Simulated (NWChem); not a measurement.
# Energy and gradient calculation of CH$_{5}$Ga (part 1 of 4)

CH$_{5}$Ga, computed with B3LYP/6-31G*, RKS (NWChem 7.3.0).

The geometry comes from this level: GFN2-xTB.

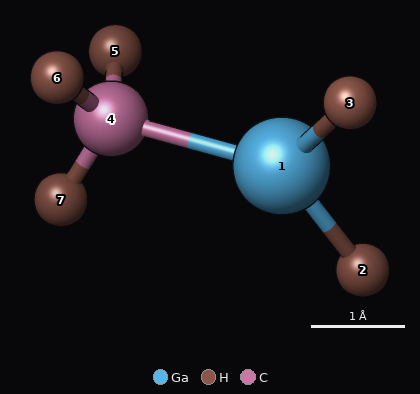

The structure as given in the input (ball-and-stick view, seen at a tilt; atoms are numbered from 1 in the order of the input). Sticks mark near contacts. Bond lengths as drawn: C–Ga 2.02 Å, C–H 1.09 Å and Ga–H 1.58 Å.

## Input
```
start mymol
memory 2200 mb

geometry noautosym nocenter noautoz
  Ga       0.530950       0.929410       0.001880
  H        2.107200       1.037040       0.032620
  H       -0.161530       2.348530      -0.037430
  C       -0.472660      -0.822080       0.002660
  H       -0.574060      -1.221230      -1.011230
  H       -1.480470      -0.696670       0.410990
  H        0.050570      -1.574990       0.600500
end

basis cartesian
  * library 6-31G*
end

dft
  xc b3lyp
  grid xfine
  convergence energy 1e-08
  maxiter 100
  mulliken
end

task dft gradient
```

Run as:
```bash
nwchem mymol.nw > mymol.out
```

## What the program printed
```
Northwest Computational Chemistry Package (NWChem) 7.3.0
             --------------------------------------------------------

           Job information
           ---------------

    nwchem branch   = 7.3.0
    use scalapack   = T
    input           = mymol.nw
    prefix          = mymol.
    data base       = ./mymol.db
    status          = startup
    nproc           =        1

           Memory information
           ------------------

    heap     =     72089596 doubles =      550.0 Mbytes
    stack    =     72089601 doubles =      550.0 Mbytes
    global   =    144179200 doubles =     1100.0 Mbytes (distinct from heap & stack)
    total    =    288358397 doubles =     2200.0 Mbytes
    verify   = yes
    hardfail = no

           Directory information
           ---------------------

  0 permanent = .
  0 scratch   = .

                                NWChem Input Module
                                -------------------

 Scaling coordinates for geometry "geometry" by  1.889725989
 (inverse scale =  0.529177249)

                             Geometry "geometry" -> ""
                             -------------------------

 Output coordinates in angstroms (scale by  1.889725989 to convert to a.u.)

  No.       Tag          Charge          X              Y              Z
 ---- ---------------- ---------- -------------- -------------- --------------
    1 Ga                  31.0000     0.53095000     0.92941000     0.00188000
    2 H                    1.0000     2.10720000     1.03704000     0.03262000
    3 H                    1.0000    -0.16153000     2.34853000    -0.03743000
    4 C                    6.0000    -0.47266000    -0.82208000     0.00266000
    5 H                    1.0000    -0.57406000    -1.22123000    -1.01123000
    6 H                    1.0000    -1.48047000    -0.69667000     0.41099000
    7 H                    1.0000     0.05057000    -1.57499000     0.60050000

      Atomic Mass
      -----------

      Ga                68.925700
      H                  1.007825
      C                 12.000000

 Effective nuclear repulsion energy (a.u.)     100.9743474805

            Nuclear Dipole moment (a.u.)
            ----------------------------
        X                 Y               Z
 ---------------- ---------------- ----------------
    25.6345109803    44.9223961252     0.1316950041

            XYZ format geometry
            -------------------
     7
 geometry
 Ga                    0.53095000     0.92941000     0.00188000
 H                     2.10720000     1.03704000     0.03262000
 H                    -0.16153000     2.34853000    -0.03743000
 C                    -0.47266000    -0.82208000     0.00266000
 H                    -0.57406000    -1.22123000    -1.01123000
 H                    -1.48047000    -0.69667000     0.41099000
 H                     0.05057000    -1.57499000     0.60050000

 ==============================================================================
                                internuclear distances
 ------------------------------------------------------------------------------
       center one      |      center two      | atomic units |  angstroms
 ------------------------------------------------------------------------------
    2 H                |   1 Ga               |     2.98618  |     1.58022
    3 H                |   1 Ga               |     2.98492  |     1.57955
    4 C                |   1 Ga               |     3.81470  |     2.01865
    5 H                |   4 C                |     2.06800  |     1.09434
    6 H                |   4 C                |     2.06849  |     1.09460
    7 H                |   4 C                |     2.06841  |     1.09456
 ------------------------------------------------------------------------------
                         number of included internuclear distances:          6
 ==============================================================================

 ==============================================================================
                                 internuclear angles
 ------------------------------------------------------------------------------
        center 1       |       center 2       |       center 3       |  degrees
 ------------------------------------------------------------------------------
    2 H                |   1 Ga               |   3 H                |   112.12
    2 H                |   1 Ga               |   4 C                |   123.71
    3 H                |   1 Ga               |   4 C                |   124.17
    1 Ga               |   4 C                |   5 H                |   111.23
    1 Ga               |   4 C                |   6 H                |   111.01
    1 Ga               |   4 C                |   7 H                |   111.06
    5 H                |   4 C                |   6 H                |   107.58
    5 H                |   4 C                |   7 H                |   107.42
    6 H                |   4 C                |   7 H                |   108.37
 ------------------------------------------------------------------------------
                            number of included internuclear angles:          9
 ==============================================================================

 Summary of "ao basis" -> "" (cartesian)
 ------------------------------------------------------------------------------
       Tag                 Description            Shells   Functions and Types
 ---------------- ------------------------------  ------  ---------------------
 *                           6-31G*                   on all atoms

                                 NWChem DFT Module
                                 -----------------

                      Basis "ao basis" -> "ao basis" (cartesian)
                      -----
  [basis functions not shown]

 Summary of "ao basis" -> "ao basis" (cartesian)
 ------------------------------------------------------------------------------
       Tag                 Description            Shells   Functions and Types
 ---------------- ------------------------------  ------  ---------------------
 Ga                          6-31G*                 12       35   5s4p3d
 H                           6-31G*                  2        2   2s
 C                           6-31G*                  6       15   3s2p1d

 Summary of "ao basis" -> "ao basis" (cartesian)
 ------------------------------------------------------------------------------
       Tag                 Description            Shells   Functions and Types
 ---------------- ------------------------------  ------  ---------------------
 Ga                          6-31G*                 12       35   5s4p3d
 H                           6-31G*                  2        2   2s
 C                           6-31G*                  6       15   3s2p1d

  Caching 1-el integrals
  itol2e modified to match energy
  convergence criterion.
  tol_rho modified to match energy
  convergence criterion.

            General Information
            -------------------
          SCF calculation type: DFT
          Wavefunction type:  closed shell.
          No. of atoms     :     7
          No. of electrons :    42
           Alpha electrons :    21
            Beta electrons :    21
          Charge           :     0
          Spin multiplicity:     1
          Use of symmetry is: off; symmetry adaption is: off
          Maximum number of iterations: 100
          AO basis - number of functions:    60
                     number of shells:    28
          Convergence on energy requested:  1.00D-08
          Convergence on density requested:  1.00D-05
          Convergence on gradient requested:  5.00D-04

              XC Information
              --------------
                         B3LYP Method XC Potential
                     Hartree-Fock (Exact) Exchange  0.200
                        Slater Exchange Functional  0.800 local
                    Becke 1988 Exchange Functional  0.720 non-local
              Lee-Yang-Parr Correlation Functional  0.810
                  VWN I RPA Correlation Functional  0.190 local

             Grid Information
             ----------------
          Grid used for XC integration:  xfine
          Radial quadrature: Mura-Knowles
          Angular quadrature: Lebedev.
          Tag              B.-S. Rad. Rad. Pts. Rad. Cut. Ang. Pts.
          ---              ---------- --------- --------- ---------
          Ga                  1.30      160           9.0      1454
          H                   0.35      100          11.0      1202
          C                   0.70      100          10.0      1454
          Grid pruning is: on
          Number of quadrature shells:   760
          Spatial weights used:  Erf1

          Convergence Information
          -----------------------
          Convergence aids based upon iterative change in
          total energy or number of iterations.
          Levelshifting, if invoked, occurs when the
          HOMO/LUMO gap drops below (HL_TOL):  1.00D-02
          DIIS, if invoked, will attempt to extrapolate
          using up to (NFOCK): 10 stored Fock matrices.

                    Damping( 0%)  Levelshifting(0.5)       DIIS
                  --------------- ------------------- ---------------
          dE  on:    start            ASAP                start
          dE off:    2 iters        100 iters           100 iters

      Screening Tolerance Information
      -------------------------------
          Density screening/tol_rho:  1.00D-11
          AO Gaussian exp screening on grid/accAOfunc:  18
          CD Gaussian exp screening on grid/accCDfunc:  20
          XC Gaussian exp screening on grid/accXCfunc:  20
          Schwarz screening/accCoul:  1.00D-09

      Superposition of Atomic Density Guess
      -------------------------------------

 Sum of atomic energies:       -1963.09681516

      Non-variational initial energy
      ------------------------------

 Total energy =   -1963.827573
 1-e energy   =   -2937.330404
 2-e energy   =     872.528484
 HOMO         =      -0.331685
 LUMO         =      -0.008234

   Time after variat. SCF:      0.6

     ---------------------------------------------
      Total Density - Mulliken Population Analysis
     ---------------------------------------------

    Atom       Charge   Shell Charges
 -----------   ------   -------------------------------------------------------
    1 Ga  31    30.50   2.00  2.00  6.00  2.00  5.99  1.29  1.06  0.12  0.14  6.84  2.95  0.10
    2 H    1     1.10   0.47  0.63
    3 H    1     1.10   0.47  0.63
    4 C    6     7.05   2.00  0.72  2.11  0.72  1.47  0.03
    5 H    1     0.75   0.46  0.29
    6 H    1     0.75   0.46  0.29
    7 H    1     0.75   0.46  0.29
   Time prior to 1st pass:      0.6

 Grid_pts file          = ./mymol.gridpts.0
 Record size in doubles =  12289        No. of grid_pts per rec  =   3070
 Max. records in memory =    397        Max. recs in file   = *********

 Grid integrated density:      41.999997397990
 Requested integration accuracy:   0.10E-07

           Memory utilization after 1st SCF pass:
           Heap Space remaining (MW):       33.65            33652628
          Stack Space remaining (MW):       72.09            72089100

   convergence    iter        energy       DeltaE   RMS-Dens  Diis-err    time
 ---------------- ----- ----------------- --------- --------- ---------  ------
 d= 0,ls=0.0,diis     1  -1965.6941266772 -2.07D+03  1.21D-02  7.07D-01     3.1
 Grid integrated density:      41.999997256426
 Requested integration accuracy:   0.10E-07
 d= 0,ls=0.0,diis     2  -1965.7148838556 -2.08D-02  5.20D-03  6.68D-02     5.2
 d= 0,ls=0.0,diis     3  -1965.7146690096  2.15D-04  2.59D-03  6.10D-02     7.5
 d= 0,ls=0.0,diis     4  -1965.7216218908 -6.95D-03  3.67D-04  4.97D-04     9.7
 d= 0,ls=0.0,diis     5  -1965.7216889072 -6.70D-05  6.86D-05  2.41D-05    12.0
 d= 0,ls=0.0,diis     6  -1965.7216898709 -9.64D-07  2.62D-05  2.50D-06    14.3
 d= 0,ls=0.0,diis     7  -1965.7216901212 -2.50D-07  2.49D-06  1.72D-08    16.6
 d= 0,ls=0.0,diis     8  -1965.7216901237 -2.53D-09  1.99D-07  4.71D-11    18.8

         Total DFT energy =    -1965.721690123725
      One electron energy =    -2938.174208555796
           Coulomb energy =      953.790701519607
    Exchange-Corr. energy =      -82.312530568013
 Nuclear repulsion energy =      100.974347480477

 Numeric. integr. density =       42.000000164394

     Total iterative time =     18.2s

                       DFT Final Molecular Orbital Analysis
                       ------------------------------------

 Vector    1  Occ=2.000000D+00  E=-3.725611D+02
              MO Center=  5.3D-01,  9.3D-01,  1.9D-03, r^2= 9.2D-04
   Bfn.  Coefficient  Atom+Function         Bfn.  Coefficient  Atom+Function
  ----- ------------  ---------------      ----- ------------  ---------------
     1      0.995907  1 Ga s

 Vector    2  Occ=2.000000D+00  E=-4.594589D+01
              MO Center=  5.3D-01,  9.3D-01,  1.9D-03, r^2= 1.6D-02
   Bfn.  Coefficient  Atom+Function         Bfn.  Coefficient  Atom+Function
  ----- ------------  ---------------      ----- ------------  ---------------
     2      1.032226  1 Ga s                  1      0.308904  1 Ga s

 Vector    3  Occ=2.000000D+00  E=-4.070377D+01
              MO Center=  5.3D-01,  9.3D-01,  1.9D-03, r^2= 1.3D-02
   Bfn.  Coefficient  Atom+Function         Bfn.  Coefficient  Atom+Function
  ----- ------------  ---------------      ----- ------------  ---------------
     5      0.996253  1 Ga pz

 Vector    4  Occ=2.000000D+00  E=-4.069959D+01
              MO Center=  5.3D-01,  9.3D-01,  1.9D-03, r^2= 1.3D-02
   Bfn.  Coefficient  Atom+Function         Bfn.  Coefficient  Atom+Function
  ----- ------------  ---------------      ----- ------------  ---------------
     3      0.866384  1 Ga px                 4     -0.491824  1 Ga py
     5      0.026602  1 Ga pz

 Vector    5  Occ=2.000000D+00  E=-4.069911D+01
              MO Center=  5.3D-01,  9.3D-01,  1.9D-03, r^2= 1.3D-02
   Bfn.  Coefficient  Atom+Function         Bfn.  Coefficient  Atom+Function
  ----- ------------  ---------------      ----- ------------  ---------------
     4      0.866628  1 Ga py                 3      0.492028  1 Ga px

 Vector    6  Occ=2.000000D+00  E=-1.017418D+01
              MO Center= -4.7D-01, -8.2D-01,  2.7D-03, r^2= 2.8D-02
   Bfn.  Coefficient  Atom+Function         Bfn.  Coefficient  Atom+Function
  ----- ------------  ---------------      ----- ------------  ---------------
    40      0.992909  4 C  s                 41      0.049692  4 C  s

 Vector    7  Occ=2.000000D+00  E=-5.510230D+00
              MO Center=  5.3D-01,  9.3D-01,  1.9D-03, r^2= 1.4D-01
   Bfn.  Coefficient  Atom+Function         Bfn.  Coefficient  Atom+Function
  ----- ------------  ---------------      ----- ------------  ---------------
     6      1.068939  1 Ga s                  2     -0.464217  1 Ga s
     1     -0.118394  1 Ga s

 Vector    8  Occ=2.000000D+00  E=-3.799339D+00
              MO Center=  5.3D-01,  9.3D-01,  1.9D-03, r^2= 1.5D-01
   Bfn.  Coefficient  Atom+Function         Bfn.  Coefficient  Atom+Function
  ----- ------------  ---------------      ----- ------------  ---------------
     9      1.066561  1 Ga pz                 5     -0.386080  1 Ga pz
```
